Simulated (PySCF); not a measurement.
H3ISi.

PySCF calculation, M06-2X/def2-TZVP, gas phase; geometry: GFN2-xTB. Core potentials replace the inner electrons of I; spin–orbit coupling isn't included. No frequency check shows the geometry to be a minimum. GFN2-xTB bond lengths at metals and heavier atoms can be off by up to 0.1 Å and shapes distorted, which carries into these values. Without diffuse functions Rydberg states are missing, so the states' numbers hold for this basis only.

Coordinates in Å:

```
Si1      1.8470    0.0001   -0.0001
I2      -0.6151    0.0000    0.0000
H3       2.2473    1.1111   -0.8454
H4       2.2466   -1.2892   -0.5388
H5       2.2474    0.1767    1.3848
```

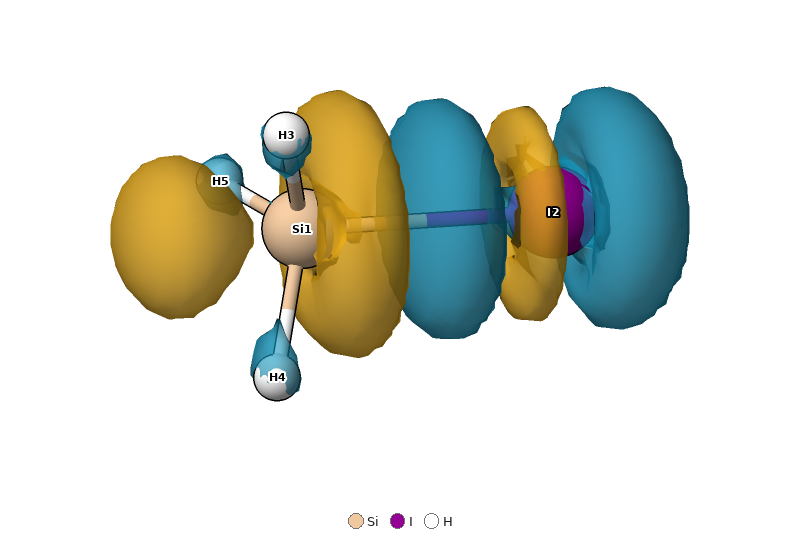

Unrelaxed difference density of T₃ less the ground state (TDA triplet states), ±0.02 e/Å³; yellow: gain, teal: loss.

### How does the charge move on excitation?

0.48 e is displaced in all, of which about 0.2 e passes between atoms: I2 (0.25 e) loses electrons and Si1 (0.20 e) gains them. The state: 6.53 eV (190 nm), spin-forbidden from the singlet ground state, partly diffuse acceptor orbital, which a basis without diffuse functions describes poorly; the leading pair carries 95 %; hole on I2 (67 %) and Si1 (25 %), electron on Si1 (44 %) and I2 (42 %) (atom shares of so diffuse an orbital are rough); their centroids lie 0.7 Å apart.
